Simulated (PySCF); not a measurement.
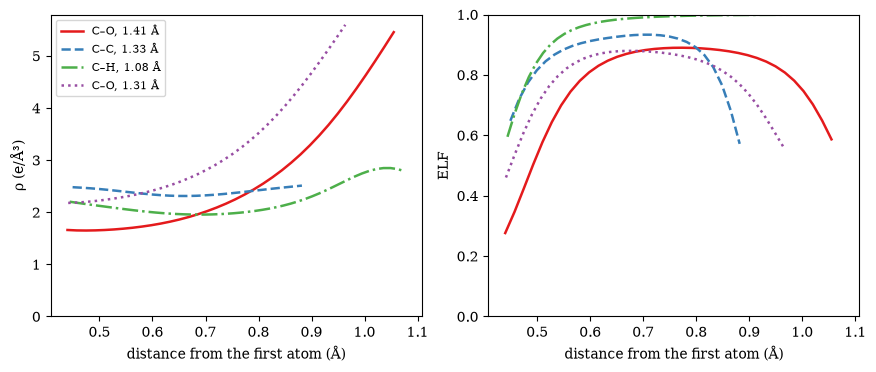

Figure 1: C7H10O (charge +1, doublet). Total electron density and electron localisation function along straight lines between neighbouring atoms. The curves leave out the atomic cores.

Geometry: GFN2-xTB.

Computed with UKS B3LYP, pcH-1 on C H O, non-relativistic, mean-field spin-orbit, GIAO in PySCF.

```xyz
18

C     2.5092    0.1584   -0.1225
C     1.1798    0.0916   -0.1389
C     0.4324   -1.1239    0.3197
C    -1.0387   -1.2302   -0.0876
C    -1.9458   -0.1890    0.4329
C    -1.6578    1.1394    0.5758
O    -0.6110    1.8057    0.1665
C     0.3805    1.2607   -0.6696
H     3.0536    1.0104   -0.4907
H     3.1032   -0.6390    0.2929
H     0.4726   -1.1460    1.4156
H     0.9587   -2.0145   -0.0306
H    -1.4192   -2.2133    0.1998
H    -1.0880   -1.2117   -1.1891
H    -2.9304   -0.5055    0.7446
H    -2.3657    1.7953    1.0740
H    -0.0867    0.9186   -1.6093
H     1.0445    2.0994   -0.8951
```

What kind of bonding do the profiles show?

C–O (1.41 Å): the density is about 2 e/Å³ at the midpoint, with its minimum of 1.6 e/Å³ about 0.5 Å from C; the ELF peaks at about 0.90 between the atoms, as expected for a polar covalent bond.
C–C (1.33 Å): ρ at the midpoint is about 2.3 e/Å³; the ELF peaks at about 0.95 between the atoms: a short, multiple covalent bond.
C–H (1.08 Å): the density is about 2.1 e/Å³ at the midpoint; the ELF climbs to about 1 towards the hydrogen, as it does in any bond to H; an ordinary covalent bond to hydrogen.
C–O (1.31 Å): ρ at the midpoint is about 2.6 e/Å³; the ELF peaks at about 0.90 between the atoms; a shared but strongly polarised pair.
